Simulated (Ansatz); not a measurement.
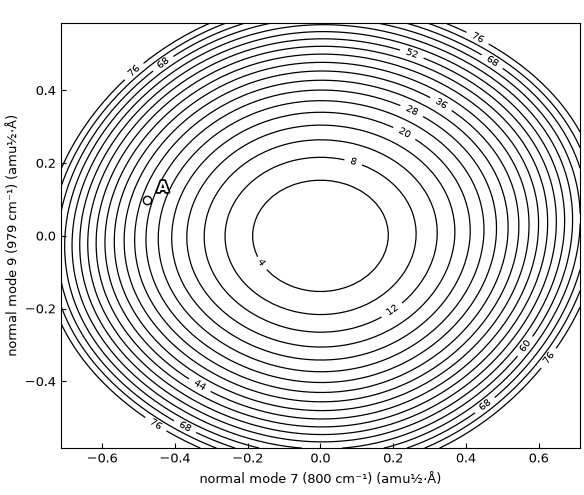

SiH2MeBr (CH5BrSi). Coordinates scanned: (1) normal mode 7 (800 cm⁻¹); (2) normal mode 9 (979 cm⁻¹). Nothing is relaxed (straight displacements along the two mass-weighted modes). The scan uses a 13 × 13 grid. Points are written as (first, second). All energies are given in kJ/mol relative to the lowest grid point. All numbers below come from RHF/def2-TZVP in Ansatz 0.2.0.

The picture shows contour lines labelled in kJ/mol (none above 76), the point A. Between grid points the surface is interpolated.

Question: Is A at rest? If not, where is it pushed?

Answer: A, at (−0.476 amu½·Å, 0.097 amu½·Å), is not a stationary point. The computed force is 127 kJ/mol for each amu½·Å towards larger values of normal mode 7 (800 cm⁻¹) and 42 kJ/mol for each amu½·Å towards smaller values of normal mode 9 (979 cm⁻¹).
